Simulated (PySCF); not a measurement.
C4H9FSi: excited-state calculation

- system: C4H9FSi
- method: TDDFT PBE0/def2-SVPD, vertical, gas phase, core orbitals frozen in the response (PySCF 2.14.0)

The geometry comes from this level: GFN2-xTB.

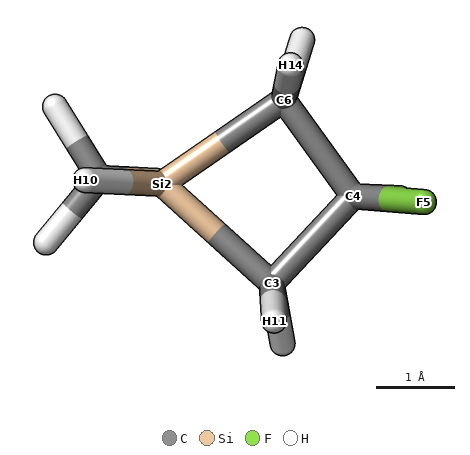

The input geometry (stick view, seen at a tilt; atoms are numbered from 1 in the order of the input). Bond lengths as drawn: C–C 1.54 Å, C–F 1.38 Å, C–H 1.09 Å, C–Si 1.90 to 1.92 Å and H–Si 1.47 Å.

## Summary

```tsv
quantity	value
outcome	converged
total energy	−546.497647 hartree
HOMO	−8.03 eV
LUMO	0.58 eV
dipole moment	2.47 D
mean polarisability	72.88 a.u.
lowest singlet excitation	7.37 eV
hardware	1 CPU thread, shared host
wall time	60 s
peak memory	0.82 GiB
```

## Input
```
{"job": {"kind": "uv", "xc": "PBE0", "basis": "def2-SVPD", "nstates": 6, "ntriplets": 2}, "charge": 0, "multiplicity": 1}
C      2.213143    -0.161015     0.083683
Si     0.552941     0.735547     0.266913
C     -0.704512     0.441271    -1.148565
C     -1.513633    -0.511972    -0.257985
F     -2.858747    -0.200976    -0.242745
C     -0.843979    -0.274988     1.102764
H      2.849088     0.346932    -0.634436
H      2.745081    -0.186094     1.029415
H      2.082143    -1.185809    -0.252087
H      0.712380     2.121890     0.716808
H     -1.302386     1.315526    -1.394954
H     -0.375797    -0.006539    -2.082482
H     -1.456841    -1.554966    -0.585000
H     -1.496841     0.318997     1.737677
H     -0.606454    -1.189814     1.639082
```

The first line tells a small driver script what to run in PySCF; the rest is the geometry in Å.

Command:
```bash
OMP_NUM_THREADS=1 python <driver script> task.json out
```

## Log
```
coarse grid: 12640 points
cycle   1  E = -546.3501207147  dE =  4.674e-01  |g| = 5.738e-01  |ddm| = 4.883e+00
cycle   2  E = -546.3184883867  dE =  3.163e-02  |g| = 7.142e-01  |ddm| = 1.372e+00
cycle   3  E = -546.4237161967  dE = -1.052e-01  |g| = 6.495e-02  |ddm| = 7.247e-01
cycle   4  E = -546.4242702924  dE = -5.541e-04  |g| = 3.040e-02  |ddm| = 8.068e-02
cycle   5  E = -546.4244587996  dE = -1.885e-04  |g| = 4.498e-03  |ddm| = 3.702e-02
cycle   6  E = -546.4244632607  dE = -4.461e-06  |g| = 1.742e-03  |ddm| = 9.330e-03
final grid: 116712 points
cycle   7  E = -546.4976253479  dE = -2.593e-05  |g| = 9.307e-03  |ddm| = 9.123e-02
cycle   8  E = -546.4976074762  dE =  1.787e-05  |g| = 1.295e-02  |ddm| = 2.501e-02
cycle   9  E = -546.4976469666  dE = -3.949e-05  |g| = 1.110e-03  |ddm| = 1.385e-02
cycle  10  E = -546.4976471908  dE = -2.243e-07  |g| = 2.001e-04  |ddm| = 1.202e-03
cycle  11  E = -546.4976471980  dE = -7.187e-09  |g| = 4.259e-05  |ddm| = 3.602e-04
cycle  12  E = -546.4976471985  dE = -4.561e-10  |g| = 1.749e-05  |ddm| = 1.034e-04
```

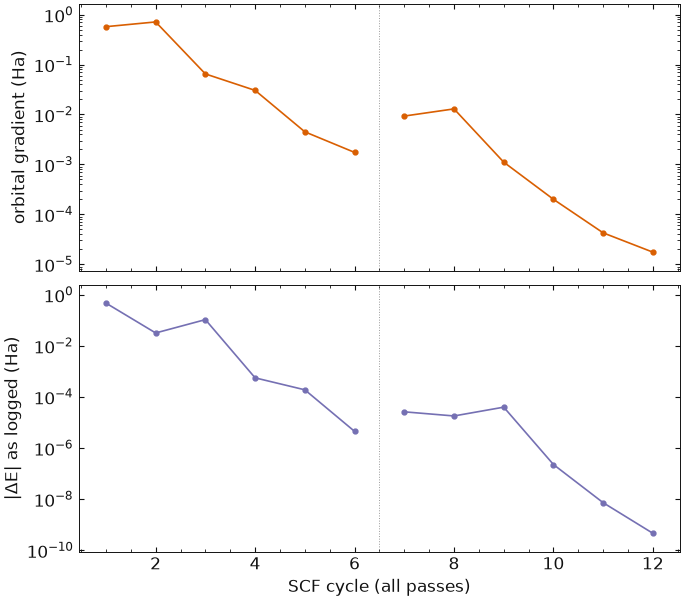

Convergence of the self-consistent field: orbital gradient and size of the energy change against the SCF cycle. The dotted line marks the change from a coarse to the final integration grid. The first 6 cycles use a coarse grid, the final grid takes over at cycle 7, and the field converges after 12 cycles in all.

```
converged SCF energy = -546.4976471985

Static polarisability (au): isotropic 72.883, principal 66.740 67.978 83.932

Singlet excitations
state   eV       nm        f      main configurations
  1   7.3707    168.2   0.00865   H-1->L+1 0.84, H->L 0.12
  2   7.4888    165.6   0.00324   H->L 0.72, H-1->L+1 0.11, H->L+2 0.11
  3   7.5129    165.0   0.08476   H->L+1 0.76, H-1->L 0.16
  4   7.6568    161.9   0.04288   H-1->L 0.68, H->L+1 0.20
  5   7.6626    161.8   0.02979   H->L+2 0.84, H->L 0.12
  6   7.7633    159.7   0.01025   H-1->L+2 0.84, H-1->L 0.12

Triplet excitations (Tamm-Dancoff, eV): 6.6417 7.0027
```

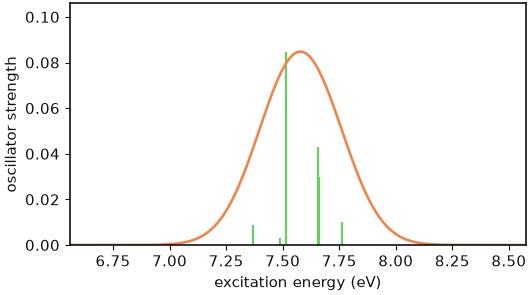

Computed excitations as sticks (degenerate states added up, dark ones marked on the axis), with a Gaussian envelope of 0.35 eV full width at half maximum, scaled to the tallest. Of the 6 states the lowest lies at 7.37 eV (f = 0.009); the strongest line is at 7.51 eV, or 165 nm (f = 0.085).

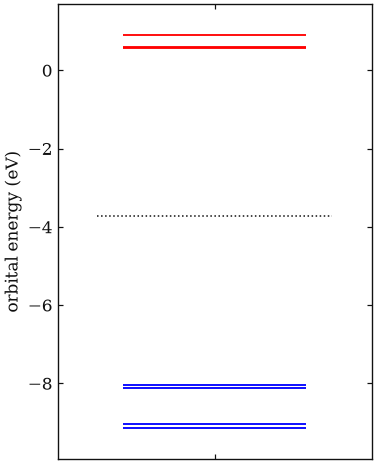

Orbital energies near the frontier; the dotted line parts filled from empty levels, and levels within 0.02 eV of each other stand side by side. Highest filled −8.03 eV, lowest empty 0.58 eV, 8.61 eV apart.
